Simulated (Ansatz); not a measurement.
```
atom    x (Å)    y (Å)    z (Å)
   H   0.1394  -0.9928  -0.0240
   S   0.6304  -2.2442   0.0976
   C  -0.6192   1.2346  -0.1909
   H   1.7463  -1.8065   0.6997
   H  -1.5556   0.9055  -0.6187
   H  -0.5418   1.3932   0.8751
   H   0.2005   1.5104  -0.8387
```

The reactant side of a reaction path; geometry: PBE0-D4/def2-TZVP.

All numbers below come from UKS PBE0-D4/def2-TZVPP in Ansatz.

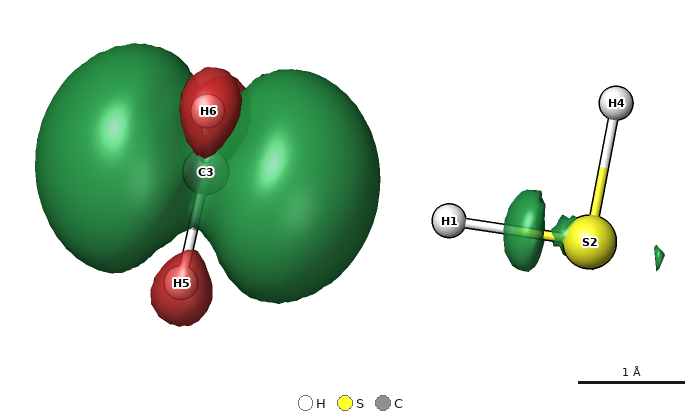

H2S···CH3 (doublet). Isosurfaces of the spin density (α minus β) at +0.02 (green) and −0.02 e/Å³ (red), seen across its widest extent.

Where is the unpaired spin?

The unpaired spin (1 electron) lies mostly on C3 (about 0.8), in electrons by Hirshfeld's partition.
